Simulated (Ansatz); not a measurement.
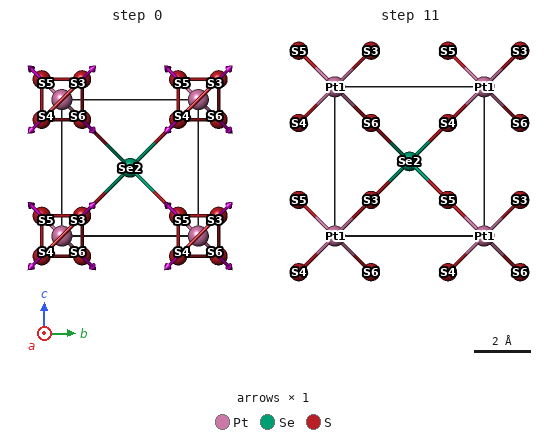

The structure of crystalline PtSeS₄ (a generated structure, set up in P-43m) (coarse preliminary run) before (left) and after (right) a relaxation, at one scale. The purple arrows give the displacements (the part carried along by the change of the cell is left out), at their true length.

The picture is a ball-and-stick view of the cell of the calculation, seen along the a axis.

These are results of DFT PBE, scalar-relativistic, plane waves, PAW (Ansatz), not measurements.

The input:
```yaml
crystal:
  lattice:
    - [4.89788492, 0.0, 0.0]
    - [0.0, 4.89788492, 0.0]
    - [0.0, 0.0, 4.89788492]
  atoms:
    - { symbol: Pt, position: [0.0, 0.0, 0.0] }
    - { symbol: Se, position: [0.5, 0.5, 0.5] }
    - { symbol: S, position: [0.148, 0.148, 0.148] }
    - { symbol: S, position: [0.148, 0.852, 0.852] }
    - { symbol: S, position: [0.852, 0.852, 0.148] }
    - { symbol: S, position: [0.852, 0.148, 0.852] }
basis:
  ecutwfc: 420
kpoints:
  mp_grid: { grid: [4, 4, 4] }
hamiltonian:
  xc: pbe
scf:
  occupations: { method: gaussian, width: 0.1 }
  lower_state_search: "off"
output:
  forces: true
  stress: true
  eigenvalues: true
relax:
  adjacent_minimum: "off"
  f_tol: 0.04
  max_steps: 70
  cell: { stress_tol: 0.4 }
```

Run as
```bash
ansatz run input.yaml --threads 1 --pin off --max-ram 2560MiB --backend cpu --events-out ev --progress --plain --runs-dir out
```

Q: What changed between the two?

A: The energy falls by 35503 meV per atom in 10 accepted moves (11 points after the start). Largest force component: 130 eV/Å at the start, 0.00051 eV/Å at the end. The pressure goes from 522.44 to −0.10 GPa. The SCF was repeated once at an unchanged geometry on a basis and grid sized afresh for the cell, which shifted the energy by 2.3 meV per atom at most. The largest moves relative to the cell, 0.87 Å, are those of S3, S4, S5 and S6. S4 goes along [1 −1 −1]. Se and Pt stay in place. The drawn cell changes as follows: a = b = c 4.898 → 5.354 Å (+9.3 %); the volume changes by +30.6 %. Some distances before and after: S3–S4 2.050 → 3.668 Å, Pt1–S3 1.256 → 2.246 Å, Se2–S3 2.986 → 2.391 Å. Bonds break, among them: S3–S4 (2.05 → 3.67 Å), S3–S5 (2.05 → 3.67 Å), S3–S6 (2.05 → 3.67 Å), S4–S5 (2.05 → 3.67 Å). The space group stays P-43m (No. 215). Cost: 38 s on 1 thread of Intel(R) Xeon(R) Platinum 8488C (Sapphire Rapids), on a shared host, peak memory 0.41 GiB.
